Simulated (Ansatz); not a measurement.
System: H3NSi (charge −1, doublet).

Input file:

```
crystal:
  periodic: [false, false, false]
  atoms:
    - {symbol: "N", position_ang: [0.251155, -0.080160, 0.681563]}
    - {symbol: Si, position_ang: [0.268056, 0.077751, -1.148695]}
    - {symbol: H, position_ang: [0.945935, -0.706471, 1.070323]}
    - {symbol: H, position_ang: [1.817205, 0.010379, -1.258329]}
    - {symbol: H, position_ang: [-0.651561, -0.371019, 1.034618]}
basis:
  gaussian: {orbitals: def2-TZVPD}
total_charge: -1
output: {forces: true, orbitals: {seedname: orbitals}}
hamiltonian: {xc: {name: PBE0}}
magnetization: {spin_polarized: true, initial_magnetization: 1}
```

Run with:

```sh
ansatz run input.yaml --threads 2 --pin off --max-ram 4350MiB --events-out events.jsonl --progress --plain --runs-dir runs
```

Geometry: PBE0-D4/def2-TZVPD; the highest occupied orbital lies above zero, a sign that basis and functional describe the outermost electron poorly.

Theory: isolated molecule in a Gaussian basis; Kohn-Sham density functional theory, functional PBE0 (Ansatz 0.2.0).

Q: What can the converged electron density, electron localisation function and spin density tell about the bonding?

A: Si–N (1.84 Å): ρ is about 0.88 e/Å³ halfway; the ELF peaks at about 0.90 between the atoms (a polar covalent bond).
N–H (1.01 Å): the density is about 2.8 e/Å³ at the midpoint; the ELF climbs to about 1 towards the hydrogen, as it does in any bond to H: a covalent bond by its length.
The unpaired spin (1 electron) lies mostly on Si2 (about 0.9) and N1 (about 0.1), in electrons by Hirshfeld's partition.

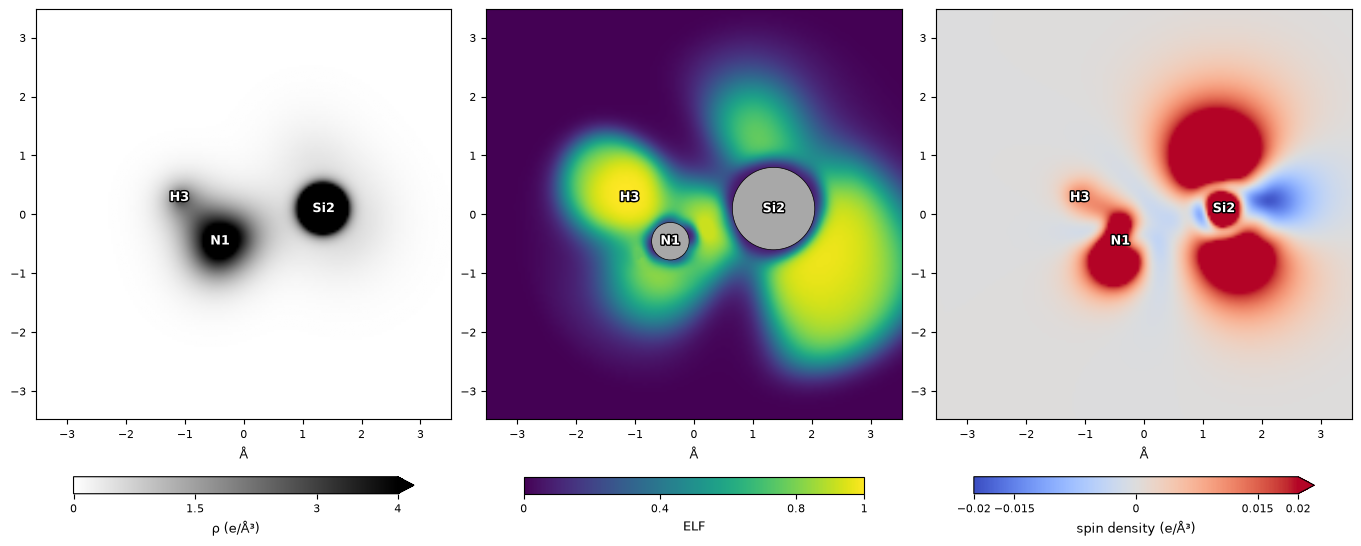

Computed electron density, electron localisation function and spin density on the plane of atoms Si2, N1 and H3, in this order. Grey discs cover the atomic cores in the ELF map. 
